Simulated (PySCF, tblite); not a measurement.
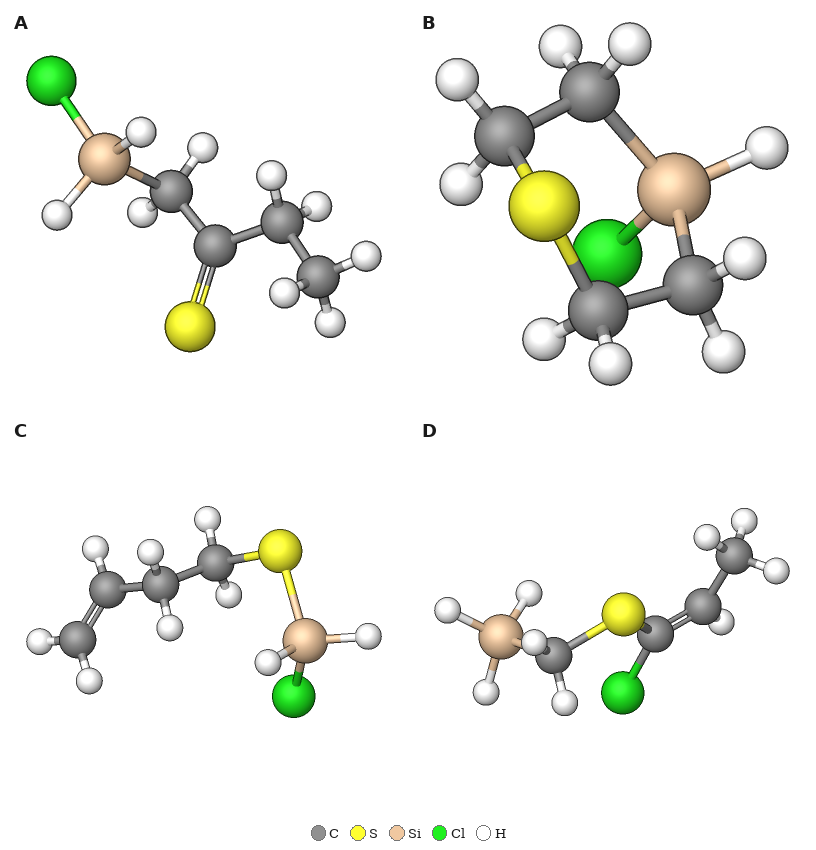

Simulated data, not a measurement (program: PySCF and tblite).

```xyz
16
charge 0, multiplicity 1
C    -2.4568    0.1192   -0.3021
C    -1.1850   -0.0618    0.5127
C    -0.0728   -0.7400   -0.2234
S    -0.2853   -1.4549   -1.6712
C     1.2580   -0.6966    0.4148
Si    2.2553    0.8051   -0.2562
Cl    3.9960    0.8591    0.7515
H    -2.8391   -0.8456   -0.6243
H    -2.2553    0.7157   -1.1886
H    -3.2186    0.6171    0.2926
H    -1.4038   -0.6609    1.4043
H    -0.8197    0.9074    0.8677
H     1.8215   -1.5983    0.1723
H     1.1713   -0.6193    1.5001
H     2.5141    0.6280   -1.6775
H     1.5126    2.0347    0.0157
```

Which picture belongs to the input above?

Answer. A. The file holds C4H9ClSSi, `CCC(=S)C[SiH2]Cl`.
